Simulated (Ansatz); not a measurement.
# (InP)1(MgS)2 [001] superlattice, started as zinc blende: relaxing the cell for a phonon run

Task: relax (InP)1(MgS)2 [001] superlattice, started as zinc blende tightly.

Calculated with Ansatz 0.2.0; DFT PBE, scalar-relativistic, plane waves, PAW.

The structure was built from a prototype and need not be the compound's stable phase.

## (1) Starting point

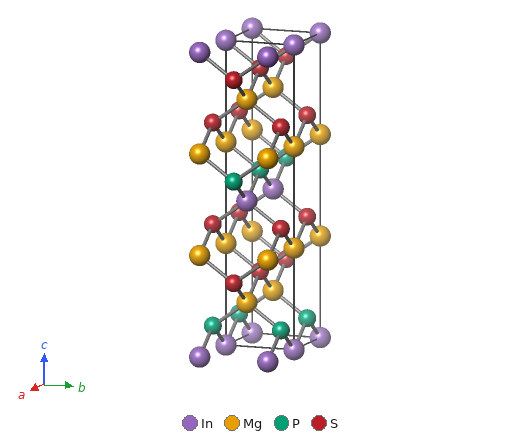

Start, viewed slightly off an axis; indium purple, magnesium orange, phosphorus teal, sulfur red. 2×1×1 cells are drawn. This picture shows the conventional cell, with its axes. Some periodic images of atoms are drawn too.

## (2) Probe on a coarse mesh

First a cheap look: the gap decides the mesh and the occupations, the pressure tells how far the cell has to move.

Input file input.yaml:

```yaml
crystal:
  lattice:
    - [2.85167, 2.85167, 0.0]
    - [-2.85167, 2.85167, 0.0]
    - [2.85167, 0.0, 8.555]
  atoms:
    - { symbol: In, position: [0.0, 0.0, 0.0] }
    - { symbol: Mg, position: [0.333333, 0.666667, 0.333333] }
    - { symbol: Mg, position: [0.666667, 0.333333, 0.666667] }
    - { symbol: P, position: [0.416667, 0.083333, 0.166667] }
    - { symbol: S, position: [0.75, 0.75, 0.5] }
    - { symbol: S, position: [0.083333, 0.416667, 0.833333] }
kpoints:
  mp_grid: { grid: [6, 6, 6] }
hamiltonian:
  xc: pbe
scf:
  occupations: { method: gaussian, width: 0.1 }
output:
  forces: true
  stress: true
  eigenvalues: true
```

On the command line:

```bash
$ ansatz run input.yaml --threads 8 --pin off --max-ram 14336MiB --backend cpu --events-out ev --progress --plain --runs-dir out
```

Numbers of over 12 decimals in the logs are rounded to 6 here.

Log:

```text
[...]
k-point 0: bands = [... 21 lower, 3.5697, 4.6301, 5.1904, 5.5384, 6.7777, 8.1642, 8.8529, 8.9925, ... 1 higher]
  k-point 1: bands = [... 21 lower, 3.5897, 4.4072, 5.1705, 5.5187, 6.9666, 8.0713, 8.9551, 9.0514, ... 1 higher]
  k-point 2: bands = [... 21 lower, 3.6303, 3.9502, 5.1297, 5.4787, 7.2307, 8.0854, 8.9005, 9.3137, ... 1 higher]
  k-point 45: bands = [... 21 lower, 2.7109, 2.9376, 3.7876, 3.8469, 7.9078, 8.3663, 8.5754, 9.6148, ... 1 higher]
[key lines of the parts left out:]
SCF converged after 6 iterations
Free energy (F): -12010.546700 eV
Fermi energy:    6.306189 eV
P = ⅓ Tr σ = 4.0552 GPa (40.552 kbar)
```

Elapsed: 3 s, on 8 threads of Arm Neoverse V1, shared host; peak memory 0.57 GiB.

Numbers from this step:

| Item | Value |
| --- | --- |
| pressure | 4.055 GPa |
| gap on the k-mesh | 0.9613 eV |
| volume per atom | 23.19 Å³ |
| direct gap on mesh | 1.239 eV |

The coarse mesh shows a gap of 0.96 eV and a pressure of 4.1 GPa.

## (3) Rough relaxation

The start is far from rest, so a relaxation with loose tolerances brings it close first.

Changes to input.yaml since step 2:

```diff
@@ -22 +22,6 @@
   eigenvalues: true
+relax:
+  adjacent_minimum: "off"
+  f_tol: 0.05
+  max_steps: 80
+  cell: { stress_tol: 0.5 }
```

Log:

```text
[...]
Crystal: 6 atoms, lattice volume = 139.139 Å³
Basis set: ecut = 420 eV, 2705 PW (Γ), exchange–correlation on 54×54×128 points (8 copies of the dense FFT grid, shifted against one another)
Bands: 31, of which v1, the nominal top of the filled ones, is band 25 counted from 1 (24 counted from 0)
Symmetry: 4 space group operations
[...]
- [2.923834, 2.923834, 0]
    - [-2.936334, 2.936334, 0]
    - [2.930084, -0.00624987, 8.594475]
  atoms:
    - { symbol: In, position: [-0.00459599, 0.00459599, 0.00919198] }
    - { symbol: Mg, position: [0.331254, 0.668746, 0.337492] }
    - { symbol: Mg, position: [0.671348, 0.328652, 0.657303] }
    - { symbol: P, position: [0.414340, 0.085660, 0.171320] }
    - { symbol: S, position: [0.747914, 0.752086, 0.504172] }
    - { symbol: S, position: [0.089739, 0.410261, 0.820521] }
[key lines of the parts left out:]
SCF converged after 4 iterations
Free energy (F): -12010.791072 eV
Fermi energy:    5.492943 eV
P = ⅓ Tr σ = 0.0270 GPa (0.270 kbar)
```

Run time: 13 s. Hardware: 8 threads; peak memory 0.65 GiB; 96 s of CPU time.

The steps of the relaxation:

```csv
step,energy less that of the first step (eV),largest force component (eV/Å),pressure (GPa),volume (Å³)
1,0.0000,1.2971,4.06,139.14
2,-0.2385,0.1502,0.24,146.93
3,-0.2434,0.0235,0.03,147.57
4*,-0.2444,0.0231,0.03,147.57
```

Relaxation steps marked * repeat the geometry before them on a plane-wave basis chosen anew for their cell, so energy and pressure can jump there.

Forces are held to the 4 operations that the run works with; a distortion that breaks them can't arise in this run.

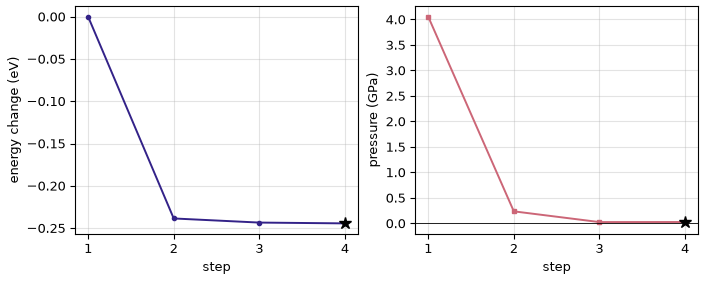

Energy and pressure along the relaxation. Stars mark steps on a basis chosen anew.

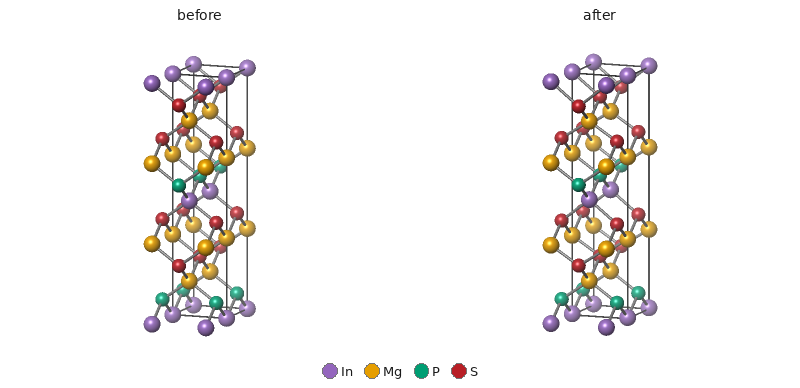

The structure before and after the relaxation, drawn at the same scale.

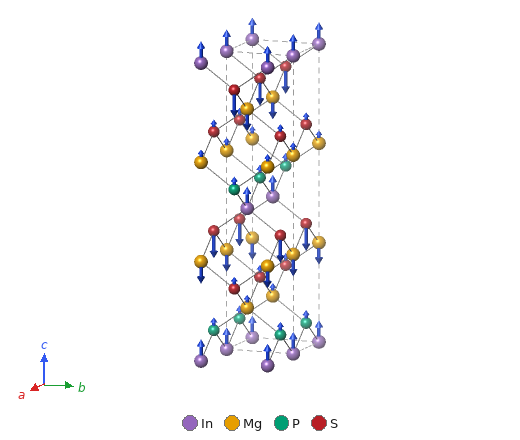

Displacements in the relaxation, exaggerated, measured against the changing cell; the longest in the cell stands for 0.11 Å. 2×1×1 conventional cells are drawn. Some periodic images of atoms are drawn too.

| conventional cell, symmetrised | before | after | change |
| --- | --- | --- | --- |
| a (Å) | 4.033 | 4.135 | +2.5 % |
| b (Å) | 4.033 | 4.153 | +3.0 % |
| c (Å) | 17.110 | 17.189 | +0.5 % |
| volume (Å³/atom) | 23.19 | 24.60 | +6.1 % |

The atoms that moved most (Å, as changes of fractional coordinates times the final cell):

| atom | dx | dy | dz | length |
| --- | --- | --- | --- | --- |
| S6 | 0.000 | 0.000 | -0.110 | 0.110 |
| Mg3 | 0.000 | 0.000 | -0.080 | 0.080 |
| In1 | 0.000 | 0.000 | 0.079 | 0.079 |
| P4 | 0.000 | 0.000 | 0.040 | 0.040 |
| S5 | 0.000 | 0.000 | 0.036 | 0.036 |
| Mg2 | 0.000 | 0.000 | 0.036 | 0.036 |

Final coordinates:

```xyz
6
Lattice="2.9238 2.9238 0.0000 -2.9363 2.9363 0.0000 2.9301 -0.0062 8.5945" Properties=species:S:1:pos:R:3 pbc="T T T"
In    0.0000    0.0000    0.0790
Mg   -0.0062    2.9301    2.9006
Mg    2.9238    2.9238    5.6492
P     1.4619    1.4619    1.4724
S     1.4557    4.3920    4.3331
S     1.4619    1.4619    7.0519
```

This step gave:

* pressure: 0.02698 GPa
* gap on the k-mesh: 1.115 eV
* volume per atom: 24.60 Å³
* direct gap on mesh: 1.365 eV

In this step the volume went from 23.19 to 24.60 Å³/atom.

## (4) Relaxation

Harmonic phonons are second derivatives at a point where the forces vanish, and they are wanted at zero stress, so atoms and cell are relaxed first.

Input file input.yaml:

```yaml
crystal:
  lattice:
    - [2.9238340284, 2.9238340284, 0.0]
    - [-2.9363337773, 2.9363337773, 0.0]
    - [2.9300839028, -0.0062498744, 8.5944754961]
  atoms:
    - { symbol: In, position: [-0.0045959876, 0.0045959876, 0.0091919751] }
    - { symbol: Mg, position: [0.3312538755, 0.6687461245, 0.3374922489] }
    - { symbol: Mg, position: [0.6713483713, 0.3286516287, 0.6573032573] }
    - { symbol: P, position: [0.4143400615, 0.0856599385, 0.171319877] }
    - { symbol: S, position: [0.7479142425, 0.7520857575, 0.5041715151] }
    - { symbol: S, position: [0.0897394367, 0.4102605633, 0.8205211265] }
kpoints:
  mp_grid: { grid: [6, 6, 6] }
hamiltonian:
  xc: pbe
scf:
  occupations: { method: gaussian, width: 0.02 }
output:
  forces: true
  stress: true
  eigenvalues: true
  write_density: true
  write_potential: true
  elf: true
  volumetric_format: npy
relax:
  adjacent_minimum: "off"
  f_tol: 0.005
  max_steps: 80
  cell: { stress_tol: 0.05 }
```

Log:

```text
[...]
Crystal: 6 atoms, lattice volume = 147.573 Å³
Basis set: ecut = 420 eV, 2857 PW (Γ), exchange–correlation on 60×60×128 points (8 copies of the dense FFT grid, shifted against one another)
Bands: 31, of which v1, the nominal top of the filled ones, is band 25 counted from 1 (24 counted from 0)
Symmetry: 4 space group operations
[...]
k-points: 46 of 216 (time reversal used)
[...]
SCF iter   1: F=—  HF=-12010.794154 eV  |F-HF|=—  |Δ(HF+E_count)|=         —  Δρ=8.78e-4  dr2=1.92e-3  ethr=1.77e-3  ⟨swp⟩=7.6  Hψ=7034  notcnv=0
[...]
SCF iter   6: F=-12010.791072 eV  HF=-12010.791072 eV  |F-HF|=2.10e-8  |Δ(HF+E_count)|=   4.03e-7  Δρ=5.37e-6  dr2=5.95e-8  ethr=2.00e-10  ⟨swp⟩=15.0  Hψ=13540  notcnv=0
SCF 1 converged in 6 iterations: F = -12010.791072 eV  dr2 = 5.95e-8
  Residual-converged pass: ⟨swp⟩=1.1  Hψ=1620  notcnv=0  max |occ|·‖R‖ = 7.1e-9 eV (tolerance 1.0e-8 eV)  dr2=5.95e-8  dr2_onsite=5.33e-9  max |Δocc| = 0.0e0
[...]
relax step   1: F+E_penalty+E_count = -12010.79107167 eV  Δ(F+E_penalty+E_count) = +0.000e0 eV  max|allowed force component| = 2.306e-2 eV/Å  Δτ_max = 0.0000 Å  P = +0.027 GPa  Ω = 147.573 Å³  (6 SCF iters, dr2 threshold 1.00e-7 eV, accepted)
Crystal: 6 atoms, lattice volume = 147.611 Å³
Basis set: ecut = 420 eV, 2873 PW (Γ), exchange–correlation on 60×60×128 points (8 copies of the dense FFT grid, shifted against one another)
[...]
SCF iter   5: F=-12010.791311 eV  HF=-12010.791311 eV  |F-HF|=2.56e-9  |Δ(HF+E_count)|=   1.50e-8  Δρ=1.88e-6  dr2=5.46e-9  ethr=6.65e-11  ⟨swp⟩=9.7  Hψ=9444  notcnv=0
SCF 2 converged in 5 iterations: F = -12010.791311 eV  dr2 = 5.46e-9
relax step   2: F+E_penalty+E_count = -12010.79131135 eV  Δ(F+E_penalty+E_count) = -2.397e-4 eV  max|allowed force component| = 8.241e-3 eV/Å  Δτ_max = 0.0023 Å  P = +0.000 GPa  Ω = 147.611 Å³  energy of the carried Pulay correction = -3.714e-6 eV  (5 SCF iters, dr2 threshold 3.32e-8 eV, accepted)
Crystal: 6 atoms, lattice volume = 147.617 Å³
Basis set: ecut = 420 eV, 2865 PW (Γ), exchange–correlation on 60×60×128 points (8 copies of the dense FFT grid, shifted against one another)
[...]
SCF iter   6: F=-12010.791377 eV  HF=-12010.791377 eV  |F-HF|=2.49e-10  |Δ(HF+E_count)|=   1.54e-9  Δρ=3.37e-7  dr2=2.32e-10  ethr=8.49e-12  ⟨swp⟩=7.8  Hψ=7430  notcnv=0
SCF 3 converged in 6 iterations: F = -12010.791377 eV  dr2 = 2.32e-10
relax step   3: F+E_penalty+E_count = -12010.79137737 eV  Δ(F+E_penalty+E_count) = -6.601e-5 eV  max|allowed force component| = 5.414e-3 eV/Å  Δτ_max = 0.0018 Å  P = -0.010 GPa  Ω = 147.617 Å³  energy of the carried Pulay correction = -4.255e-6 eV  (6 SCF iters, dr2 threshold 4.24e-9 eV, accepted)
[...]
relax step   4: F+E_penalty+E_count = -12010.79138390 eV  Δ(F+E_penalty+E_count) = -6.534e-6 eV  max|allowed force component| = 9.137e-4 eV/Å  Δτ_max = 0.0007 Å  P = -0.000 GPa  Ω = 147.591 Å³  energy of the carried Pulay correction = -1.727e-6 eV  (5 SCF iters, dr2 threshold 1.83e-9 eV, accepted)
[...]
SCF iter   1: F=—  HF=-12010.791501 eV  |F-HF|=—  |Δ(HF+E_count)|=         —  Δρ=6.57e-6  dr2=6.45e-9  ethr=3.41e-7  ⟨swp⟩=3.4  Hψ=11038  notcnv=0
eigensolver tolerance schedule: the retry pair's looser diagonalisation over-reported the residual by 26454.08 of it (diagonalisation noise at an unbounded share of the residual, at the tolerance the schedule requests for it); recorded, not acted on — ethr = c·dr2/N_el stays at c = 1.0e-1
[...]
SCF iter   2: F=—  HF=-12010.791384 eV  |F-HF|=—  |Δ(HF+E_count)|=   1.17e-4  Δρ=3.36e-6  dr2=1.96e-9  ethr=1.29e-11  ⟨swp⟩=4.0  Hψ=3883  notcnv=0
[...]
SCF iter   4: F=-12010.791384 eV  HF=-12010.791384 eV  |F-HF|=9.09e-12  |Δ(HF+E_count)|=   1.15e-7  Δρ=9.91e-8  dr2=1.79e-11  ethr=1.00e-12  ⟨swp⟩=5.8  Hψ=8591  notcnv=0
SCF 5 converged in 4 iterations: F = -12010.791384 eV  dr2 = 1.79e-11
relax step   5: F+E_penalty+E_count = -12010.79138447 eV  Δ(F+E_penalty+E_count) = -5.734e-7 eV  max|allowed force component| = 9.146e-4 eV/Å  Δτ_max = 0.0000 Å  P = -0.000 GPa  Ω = 147.591 Å³  stress off target by 1.78e-3 GPa  SCF on the basis re-selected at this cell (its energy is not comparable with the rows above)  (4 SCF iters)
[...]
SCF converged after 4 iterations
Free energy (F): -12010.791384 eV
[...]
Internal energy: -12010.791384 eV  (E = F + TS)
E sigma→0 (E₀):  -12010.791384 eV
Fermi energy:    5.469140 eV
[...]
--- Forces (eV/Å), atoms counted from 1 ---
  atom   1  In    -0.00000000     0.00000000     0.00091408
  atom   2  Mg     0.00000000    -0.00000000    -0.00037772
  atom   3  Mg     0.00000000    -0.00000000    -0.00002994
  atom   4  P     -0.00000000     0.00000000     0.00018721
  atom   5  S     -0.00000000     0.00000000     0.00009797
  atom   6  S      0.00000000    -0.00000000    -0.00079474
  max |Σ_I F_I| component: 3.13e-6 eV/Å
--- Stress (GPa, compression-positive) ---
       -0.000580      -0.001201       0.000000
       -0.001201      -0.000580      -0.000000
        0.000000      -0.000000       0.000608
  P = ⅓ Tr σ = -0.0002 GPa (-0.002 kbar)
--- Band table (eV; the first three rows and the last of 46) ---
  k-point 0: bands = [... 21 lower, 2.9597, 4.0184, 4.3055, 4.6631, 6.0340, 7.5722, 8.1897, 8.4658, ... 2 higher]
  k-point 1: bands = [... 21 lower, 2.9954, 3.7934, 4.2809, 4.6399, 6.2708, 7.4197, 8.2673, 8.5332, ... 2 higher]
  k-point 2: bands = [... 21 lower, 3.0657, 3.3419, 4.2290, 4.5923, 6.7119, 7.2401, 8.2139, 8.7183, ... 2 higher]
  k-point 45: bands = [... 21 lower, 2.2598, 2.4794, 3.2136, 3.2251, 7.2293, 7.6136, 7.9169, 9.1641, ... 2 higher]
--- Relaxed structure (4 steps of the walk, 4 accepted, 1 SCFs on fresh bases) ---
[...]
cell:  # Å, volume = 147.5908 Å³
    - [2.928402, 2.928402, 4.572412078972925e-19]
    - [-2.943661, 2.943661, -1.7125319119138002e-11]
    - [2.936032, -0.0076292, 8.560728]
  atoms:
    - { symbol: In, position: [-0.0044755, 0.0044755, 0.008951] }
    - { symbol: Mg, position: [0.331231, 0.668769, 0.337537] }
    - { symbol: Mg, position: [0.671305, 0.328695, 0.657390] }
    - { symbol: P, position: [0.414172, 0.085828, 0.171656] }
    - { symbol: S, position: [0.747900, 0.752100, 0.504201] }
    - { symbol: S, position: [0.089867, 0.410133, 0.820265] }
```

Wall time 18 s (8 threads); peak memory 0.67 GiB; 2.2 min of CPU time.

The steps of the relaxation:

| step | energy less that of the first step (eV) | largest force component (eV/Å) | pressure (GPa) | volume (Å³) |
| --- | --- | --- | --- | --- |
| 1 | 0.0000 | 0.0231 | 0.03 | 147.57 |
| 2 | -0.0002 | 0.0082 | 0.00 | 147.61 |
| 3 | -0.0003 | 0.0054 | -0.01 | 147.62 |
| 4 | -0.0003 | 0.0009 | 0.00 | 147.59 |
| 5* | -0.0003 | 0.0009 | 0.00 | 147.59 |

Relaxation steps marked * repeat the geometry before them on a plane-wave basis chosen anew for their cell, so energy and pressure can jump there.

Forces are held to the 4 operations that the run works with; a distortion that breaks them can't arise in this run.

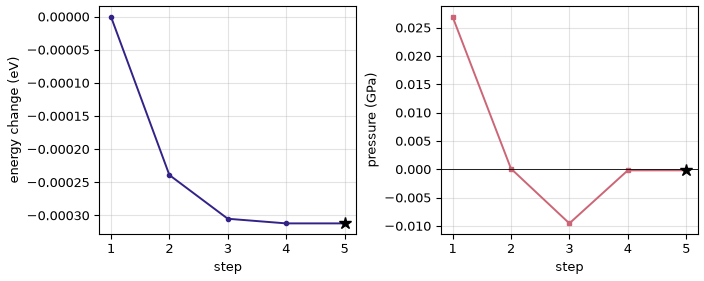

Energy and pressure along the relaxation. Stars mark steps on a basis chosen anew.

```
conventional cell, symmetrised  before   after  change
                         a (Å)   4.135   4.141  +0.2 %
                         b (Å)   4.153   4.163  +0.2 %
                         c (Å)  17.189  17.121  -0.4 %
              volume (Å³/atom)   24.60   24.60  +0.0 %
```

Final coordinates:

```cif
data_structure
_symmetry_space_group_name_H-M 'P 1'
_symmetry_Int_Tables_number 1
_cell_length_a 4.1414
_cell_length_b 4.1630
_cell_length_c 9.0502
_cell_angle_alpha 103.297
_cell_angle_beta 76.774
_cell_angle_gamma 90.000
_cell_volume 147.59
loop_
_atom_site_label
_atom_site_type_symbol
_atom_site_fract_x
_atom_site_fract_y
_atom_site_fract_z
_atom_site_occupancy
In1 In 0.99552 0.00448 0.00895 1
Mg2 Mg 0.33123 0.66877 0.33754 1
Mg3 Mg 0.67131 0.32869 0.65739 1
P4 P 0.41417 0.08583 0.17166 1
S5 S 0.74790 0.75210 0.50420 1
S6 S 0.08987 0.41013 0.82027 1
```

This step gave:

| Property | Result |
| --- | --- |
| pressure | -1.84e-4 GPa |
| gap on the k-mesh | 1.130 eV |
| direct gap on mesh | 1.371 eV |

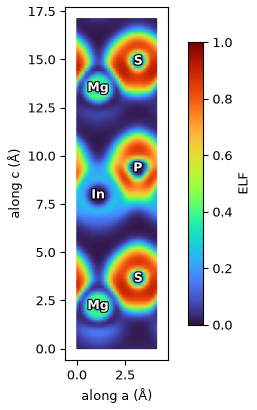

ELF in the ac plane of the conventional cell at fractional y = 0.000, with atoms of In and Mg and P and S within 0.2 Å of it. It is the smooth field of the valence electrons, not physical close to the nuclei. The map starts off the cell's origin, so that atoms lie inside it.

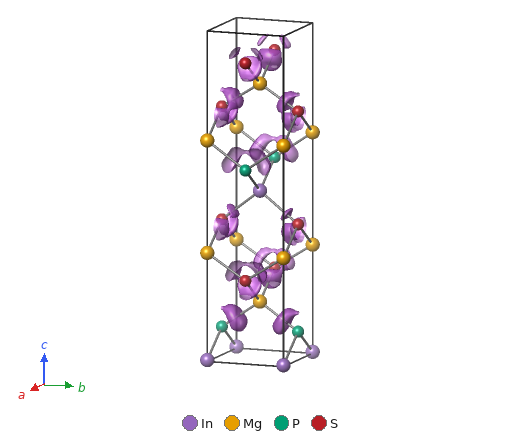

Surface of ELF = 0.85.

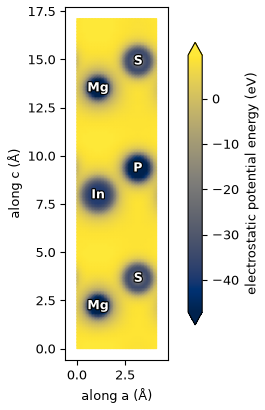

Electrostatic potential energy in the ac plane of the conventional cell at fractional y = 0.000, with atoms of In and Mg and P and S within 0.2 Å of it. With pseudopotentials it is smooth inside the atoms' cores, unlike the true potential. The map starts off the cell's origin, so that atoms lie inside it.

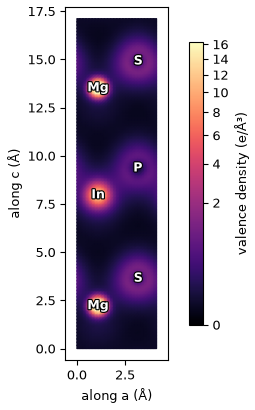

Valence density in the ac plane of the conventional cell at fractional y = 0.000, with atoms of In and Mg and P and S within 0.2 Å of it. It is the smooth field of the valence electrons, not physical close to the nuclei. The map starts off the cell's origin, so that atoms lie inside it. The colour scale is stretched toward low values.

In this step the volume went from 24.60 to 24.60 Å³/atom.

## (5) Tight relaxation

Phonons need a cell at rest on their own settings, so the relaxation is repeated with tight tolerances on forces and stress, using the mesh and the filling of the phonon run that follows.

Input file input.yaml:

```yaml
crystal:
  lattice:
    - [2.9284024404, 2.9284024404, 0.0]
    - [-2.9436608327, 2.9436608327, 0.0]
    - [2.9360316365, -0.0076291961, 8.5607282374]
  atoms:
    - { symbol: In, position: [-0.0044754983, 0.0044754983, 0.0089509965] }
    - { symbol: Mg, position: [0.3312313232, 0.6687686768, 0.3375373536] }
    - { symbol: Mg, position: [0.6713051386, 0.3286948614, 0.6573897229] }
    - { symbol: P, position: [0.4141721527, 0.0858278473, 0.1716556947] }
    - { symbol: S, position: [0.7478995834, 0.7521004166, 0.5042008332] }
    - { symbol: S, position: [0.0898673005, 0.4101326995, 0.820265399] }
kpoints:
  mp_grid: { grid: [8, 8, 8] }
hamiltonian:
  xc: pbe
scf:
  occupations: { method: fixed }
output:
  forces: true
  stress: true
  eigenvalues: true
relax:
  adjacent_minimum: "off"
  f_tol: 0.001
  max_steps: 60
  cell: { stress_tol: 0.01 }
```

Log:

```text
[...]
Crystal: 6 atoms, lattice volume = 147.591 Å³
Basis set: ecut = 420 eV, 2865 PW (Γ), exchange–correlation on 60×60×128 points (8 copies of the dense FFT grid, shifted against one another)
Bands: 31, of which v1, the nominal top of the filled ones, is band 25 counted from 1 (24 counted from 0)
Symmetry: 4 space group operations
[...]
- [-2.943325, 2.943325, -1.7190820162232697e-11]
    - [2.935600, -0.00772576, 8.563057]
  atoms:
    - { symbol: In, position: [-0.00446409, 0.00446409, 0.00892818] }
    - { symbol: Mg, position: [0.331223, 0.668777, 0.337554] }
    - { symbol: Mg, position: [0.671305, 0.328695, 0.657389] }
    - { symbol: P, position: [0.414178, 0.085822, 0.171643] }
    - { symbol: S, position: [0.747888, 0.752112, 0.504223] }
    - { symbol: S, position: [0.089869, 0.410131, 0.820263] }
[key lines of the parts left out:]
SCF converged after 6 iterations
Free energy (F): -12010.794451 eV
Fermi energy:    4.903634 eV
P = ⅓ Tr σ = -0.0004 GPa (-0.004 kbar)
```

Elapsed: 20 s, on 8 threads; peak memory 0.79 GiB; 2.7 min of CPU time.

Little changed from the start: no atom moved by 0.005 Å and no cell edge by 0.1 %.

Numbers from this step:

```
pressure : -4.01e-4 GPa
```

The largest force component left is 0.76 meV/Å and the pressure is 0.000 GPa, within the tolerances set. The cell now holds 24.60 Å³/atom.

## (6) Results

```
space group after relaxation (within 0.01 Å) : Imm2
lattice constant a                           : 4.141 Å
lattice constant b                           : 4.162 Å
lattice constant c                           : 17.126 Å
volume per atom                              : 24.6 Å³
gap on the k-mesh                            : 1.13 eV
```

In words: The largest force component left is 0.76 meV/Å and the pressure is 0.000 GPa, within the tolerances set. The cell now holds 24.60 Å³/atom. The relaxation keeps the symmetry of its start, so it says nothing on stability against lower symmetry. The starting cell was built on a prototype and not taken from a measurement, so the phase need not exist.

[Logs are printed without paths, hosts, clocks, repeated set-up lines and the standing remarks that a program may print on its own settings, such as how far it seeks lower states.]

[Hosts, paths, dates, database ids (printed as entryN), source tags and the programs' standing remarks are cut or masked in the printed files.]
